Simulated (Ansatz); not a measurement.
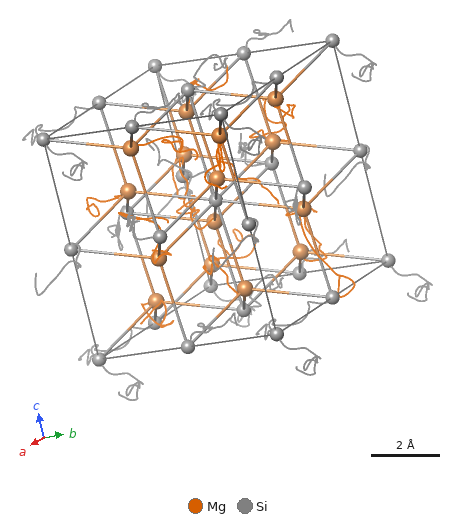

First-principles dynamics of Mg$_{2}$Si with a Mg vacancy (23 atoms in the cell), 510 fs long. Lines trace each atom's path, in the colour of its element; spheres stand at the starting positions. Seen slightly off an axis in the reduced simulation cell.

Level of theory: Ansatz, DFT LDA, scalar-relativistic, plane waves, PAW. Set-up: plane-wave cutoff 420 eV; k-point mesh 1 × 1 × 1; Fermi-Dirac smearing 0.05 eV; low-accuracy preset; Langevin thermostat (NVT); set temperature 900 K; time step 3 fs; friction 0.005 per fs.

Q: Describe the motion.

A: In the second half of the run the atoms are, in the root-mean-square, this far from where they began (common drift taken out): Si 1.61 Å, Mg 1.47 Å. That is a large part of the typical shortest distance between atoms in the first frame, about 2.8 Å and still growing: the atoms leave their places as in a liquid, so the crystal loses its order. Bond changes: 3 Si–Si bonds form between 117 fs and 252 fs. Over the second half the temperature averages 1065 K (spread ±170 K). The potential energy in the second half lies on average 211 meV per atom below the first frame. That a heated cell lies below the ordered start is most likely an artefact of the coarse k-point mesh.

Limits of the set-up: the program's low-accuracy preset was used.

Cost: 6.9 min on 1 thread of Intel(R) Xeon(R) Platinum 8488C (Sapphire Rapids) (shared host), peak memory 0.67 GiB.
